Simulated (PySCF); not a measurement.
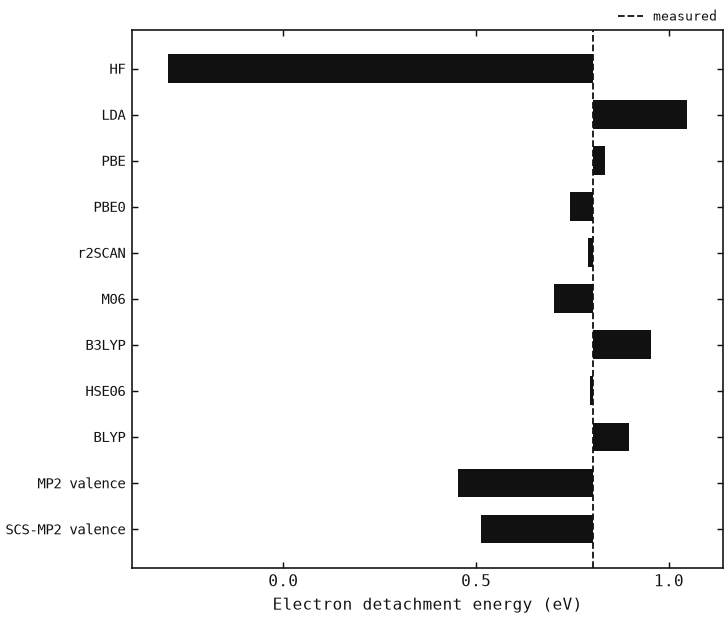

The electron detachment energy of As⁻ ([Ar] 3d¹⁰ 4s² 4p⁴ → [Ar] 3d¹⁰ 4s² 4p³) across levels of theory. PySCF, aug-cc-pVTZ-PP with a 10-electron core potential, unrestricted single determinants, no spin-orbit coupling. Methods marked “valence” freeze 18 core electrons.

Q: Summarise the spread and list the values.

A: The values run from −0.30 eV (HF) to 1.05 eV (LDA). The measured value is 0.80 eV; nearest to it come HSE06 (−0.01) and r2SCAN (−0.01), furthest HF (−1.10 eV).

```
         Method  Electron detachment energy (eV)
             HF                            −0.30
            LDA                             1.05
            PBE                             0.83
           PBE0                             0.74
         r2SCAN                             0.79
            M06                             0.70
          B3LYP                             0.95
          HSE06                             0.80
           BLYP                             0.90
    MP2 valence                             0.45
SCS-MP2 valence                             0.51
```

Caveat: highest occupied orbital is unbound; spin-orbit shift not estimated.
